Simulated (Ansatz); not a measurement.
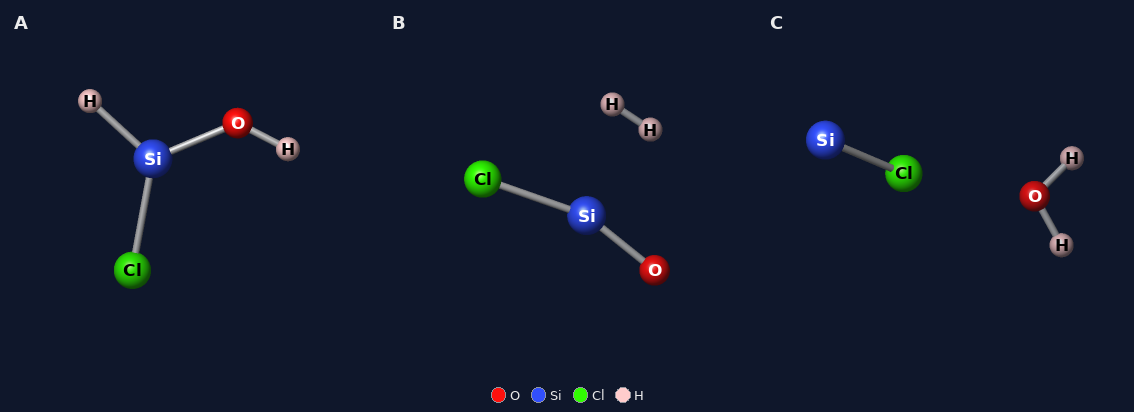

3 stationary structures of one formula. State: charge +1, singlet. Geometries: PBE-D4/def2-SVP. Electronic energies: PBE-D4/def2-SVP (Ansatz 0.2.0), without zero-point energy. No frequency run is at hand to confirm each as a minimum.

> Rank them by energy, lowest first.

A is lowest (Cs); C lies 1.763 eV above it, B lies 3.027 eV above it (Cs).
